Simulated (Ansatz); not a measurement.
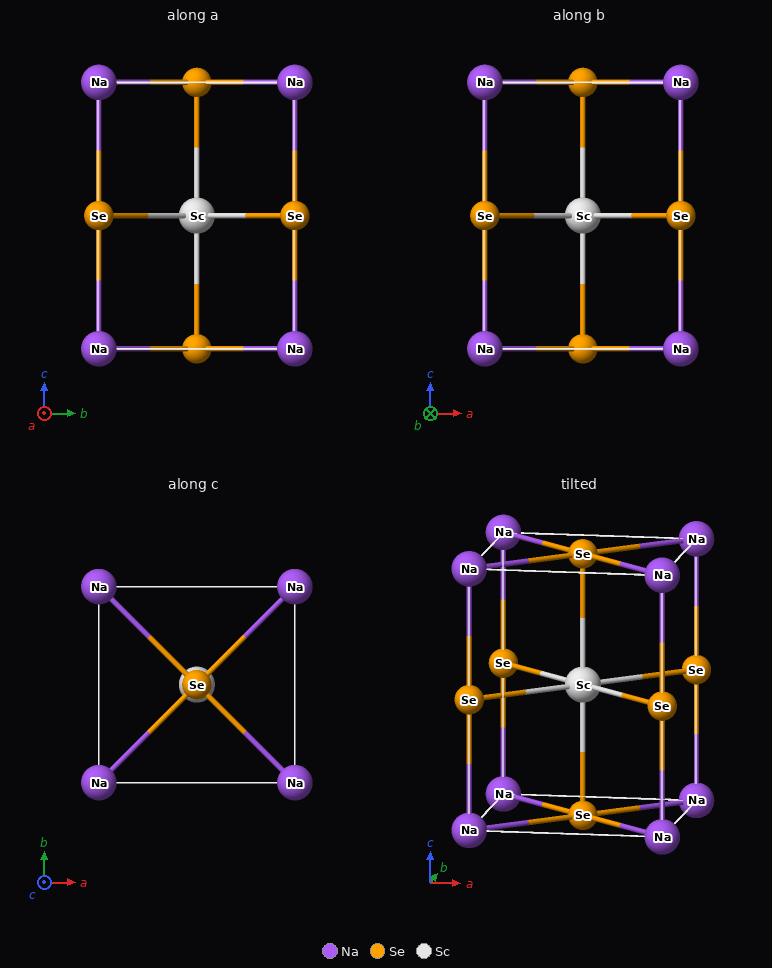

The figure gives a ball-and-stick picture of the atoms, viewed along the a axis, along the b axis, along the c axis and slightly off an axis. The conventional unit cell is drawn as a box.

Lattice parameters: a = 3.984 Å, b = 3.984 Å, c = 5.413 Å, α = 90.00°, β = 90.00°, γ = 90.00°.

### Reconstruct the structure as a table of Wyckoff sites.

Space group P4/mmm (No. 123).
| atom | site | x | y | z |
| --- | --- | --- | --- | --- |
| Na | 1a | 0.0000 | 0.0000 | 0.0000 |
| Se | 1b | 0.0000 | 0.0000 | 0.5000 |
| Sc | 1d | 0.5000 | 0.5000 | 0.5000 |
| Se | 1c | 0.5000 | 0.5000 | 0.0000 |

Starting structure: a structure type filled with these elements by a generator (whether the compound takes this form wasn't checked). The geometry was optimised with DFT, r2SCAN+rVV10, plane waves, PAW in Ansatz 0.2.0.
